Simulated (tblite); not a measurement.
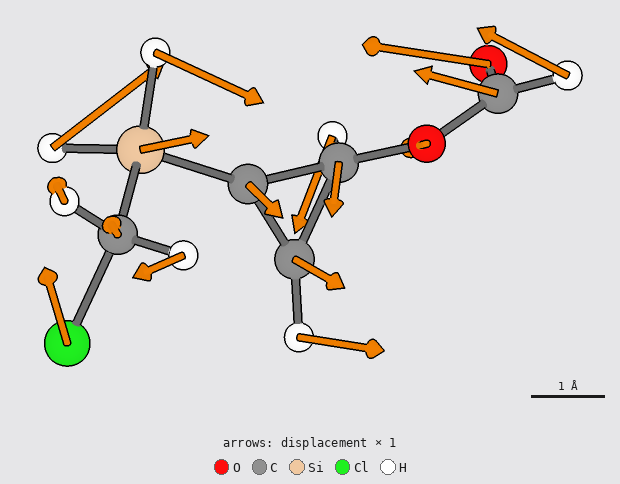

A relaxation of C5H7ClO2Si. The starting structure is drawn; orange arrows show the displacements, at their true length. The two geometries are superimposed by the best rigid fit.

A ball-and-stick model, seen at a tilt.

All numbers below come from GFN2-xTB geometry optimisation, gas phase (tblite). 

### Which element moves most?

Oxygen: up to 2.78 Å, against 2.00 Å for hydrogen.

### What did the optimiser do to the structure, and how much energy did it gain?

The atom that moves furthest after the best rigid fit is an O atom (2.78 Å). By element the largest moves are O 2.78 Å, H 2.00 Å, Cl 1.64 Å, C 1.21 Å, Si 1.02 Å. Among the contacts that change: O–Si 5.733 → 2.656 Å, C–O 1.382 → 1.305 Å, C–Si 1.851 → 1.923 Å, C–O 1.260 → 1.203 Å. Bond angles that change, for instance: C–C–Si 153.6° → 138.2°, C–C–Si 143.5° → 156.3°, O–C–H 121.5° → 108.9°. Groups turn about C–O by about 135°. Over 255 geometry steps the energy falls by 18.4 kcal/mol.
